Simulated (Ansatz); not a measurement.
# Pressure series in BaTiO3

The reference is BaTiO₃ in the cubic perovskite structure (space group Pm-3m, No. 221).

```xyz
5
Lattice="4.0192 0.0000 0.0000 0.0000 4.0192 0.0000 0.0000 0.0000 4.0192" Properties=species:S:1:pos:R:3 pbc="T T T"
Ba     0.0000     0.0000     0.0000
Ti     2.0096     2.0096     2.0096
O      0.0000     2.0096     2.0096
O      2.0096     2.0096     0.0000
O      2.0096     0.0000     2.0096
```

Cell and atoms are relaxed at each pressure.

Level of theory: PBE (Ansatz, a quantum-chemistry and plane-wave program, PAW, no spin-orbit coupling).

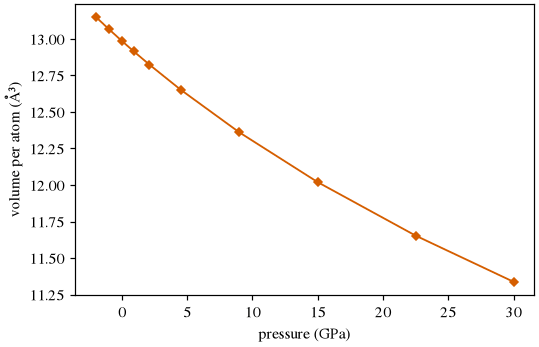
Figure: Volume per atom against pressure

Question: From the plot, what is the volume per atom for pressure 4.5 GPa?

Answer: About 12.7 Å³.

Question: Is the trend monotonic over the range shown?

Answer: Yes, it falls throughout, spanning 11.34 Å³ to 13.15 Å³.

Load acts through the strain it causes; cell and atoms are relaxed under it. Whether these cells are dynamically stable was not tested. No other phases were tried under pressure. All final runs are without spin polarisation. Many cubic perovskites are stable only at high temperature; tilts and polar distortions were not tested. This is not the structure that BaTiO3 has at room temperature and ambient pressure.
